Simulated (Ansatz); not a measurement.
# UB2PLYP/STO-3G run of SiH3O (SMILES O[SiH2])

Aim: the electronic atomisation energy of SiH3O at UB2PLYP/STO-3G, from 4 runs. 

Program for the calculation: Ansatz 0.2.0.

49 further runs of the same task are left out: 49 set aside as unsound or not needed.

**1. The molecule**

SiH3O: 5 atoms, total charge 0, spin state doublet. SMILES: `O[SiH2]`. The coordinates come from a GFN2-xTB relaxation. This is one conformer, not always the lowest.

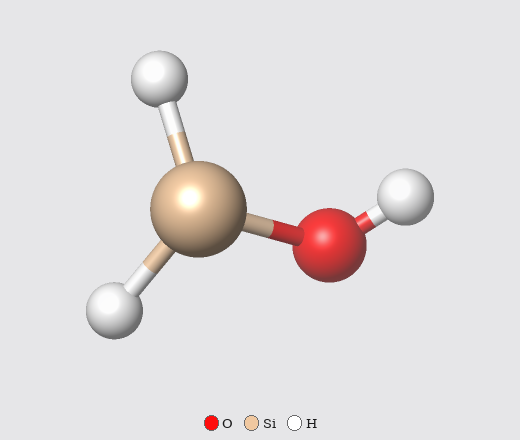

The structure, seen from a chosen angle (oxygen red, silicon light orange, hydrogen white).

**2. A single-point energy at UB2PLYP/STO-3G**

The input, in.yaml:

```yaml
crystal:
  periodic: [false, false, false]
  atoms:
    - symbol: O
      position_ang: [0.557310, -0.433760, 0.798460]
    - symbol: Si
      position_ang: [0.001930, 0.341950, -0.533940]
    - symbol: H
      position_ang: [0.725690, -1.370660, 0.814800]
    - symbol: H
      position_ang: [-1.244820, -0.253580, -1.000760]
    - symbol: H
      position_ang: [-0.040110, 1.716040, -0.078560]
basis:
  gaussian: {orbitals: STO-3G}
magnetization: {spin_polarized: true, initial_magnetization: 1}
hamiltonian: {xc: {name: B2PLYP}}
correlation: {frozen_orbitals: {H: 0, O: 1, Si: 5}}
accuracy: high
```

Command:

```sh
$ ansatz run in.yaml --threads 1 --pin off --max-ram 2610MiB --events-out events.jsonl --progress --plain --runs-dir runs
```

Log:

```text
Warning: RAYON_NUM_THREADS=1 ignored (pool sized by the plan → 1); use --threads N
Functional definition: B2PLYP
  name "B2PLYP"
  parameter a = 0.53
  parameter c = 0.27
  exchange = (1 - a)*b88_x + a*exact_x
  correlation = (1 - c)*lyp_c + c*(mp2_os + mp2_ss)
290 factors; integrals over basis functions are off by at most 3.1e-8 eV
mean field evaluation 1: about -9842.6148 eV, gradient 1.3e1 eV
mean field evaluation 2: about -9842.6218 eV, gradient 1.3e1 eV
mean field evaluation 4: about -9843.7835 eV, gradient 7.9e-1 eV
mean field evaluation 8: about -9843.7918 eV, gradient 2.1e-2 eV
mean field evaluation 16: about -9843.7918 eV, gradient 2.9e-6 eV
mean field -9843.79184097 eV, -361.7526777940 hartree, gradient 5.1e-8 eV, S^2 0.751248; 0 other end points of the search recorded, 0 dependent functions left out
6 core orbitals not correlated: weight in the atoms' cores, before any rotation towards them, 0.999 or more for the frozen orbitals, at most 0.000 for the correlated occupied ones
reference -9843.79185744 eV, -361.7526783992 hartree; 7, 6 occupied and 4, 5 virtual orbitals, 290 factors
second order -2.41279529 eV of doubles, -0.00000000 eV of singles
Total energy: -9844.44331217 eV, -361.7766189189 hartree
```

Wall time 1.8 s (1 thread of Arm Neoverse V1, shared host); peak memory 0.13 GiB.

**3. The H atom, same level**

The input, in.yaml:

```yaml
crystal:
  periodic: [false, false, false]
  atoms:
    - symbol: H
      position_ang: [0.000000, 0.000000, 0.000000]
basis:
  gaussian:
    orbitals: STO-3G
accuracy: high
correlation:
  frozen_orbitals: {H: 0}
hamiltonian:
  xc: {name: B2PLYP}
magnetization:
  spin_polarized: true
  initial_magnetization: 1
```

Run the same way, it converges to -0.46478 Eh (log not shown).

**4. The O atom, same level**

The input, job.yaml:

```yaml
crystal:
  periodic: [false, false, false]
  atoms:
    - {symbol: O, position_ang: [0.000000, 0.000000, 0.000000]}
basis:
  gaussian: {orbitals: STO-3G}
magnetization: {spin_polarized: true, initial_magnetization: 2}
hamiltonian: {xc: {name: B2PLYP}}
correlation: {frozen_orbitals: {O: 1}}
accuracy: high
```

Run the same way, it converges to -73.96694 Eh (log not shown).

**5. The Si atom at the same level**

The input, job.yaml:

```yaml
crystal:
  periodic: [false, false, false]
  atoms:
    - {symbol: Si, position_ang: [0.000000, 0.000000, 0.000000]}
basis:
  gaussian:
    orbitals: STO-3G
correlation:
  frozen_orbitals: {Si: 5}
accuracy: high
hamiltonian:
  xc: {name: B2PLYP}
magnetization:
  spin_polarized: true
  initial_magnetization: 2
```

Run the same way, it converges to -285.81514 Eh (log not shown).

**6. Summary of results**

At UB2PLYP/STO-3G, 6 core orbitals frozen:

```
                     quantity          value
       molecule: total energy  -361.77662 Eh
               molecule: ⟨S²⟩          0.751
         H atom: total energy    -0.46478 Eh
                 H atom: ⟨S²⟩          0.750
         O atom: total energy   -73.96694 Eh
                 O atom: ⟨S²⟩          2.000
        Si atom: total energy  -285.81514 Eh
                Si atom: ⟨S²⟩          2.000
electronic atomisation energy      16.332 eV
```

**Reading.** Taking the molecule apart into free atoms costs 16.33 eV (1576 kJ/mol), before zero-point energy and without spin-orbit coupling. In a minimal basis such a difference can be off by several eV, whatever the method.
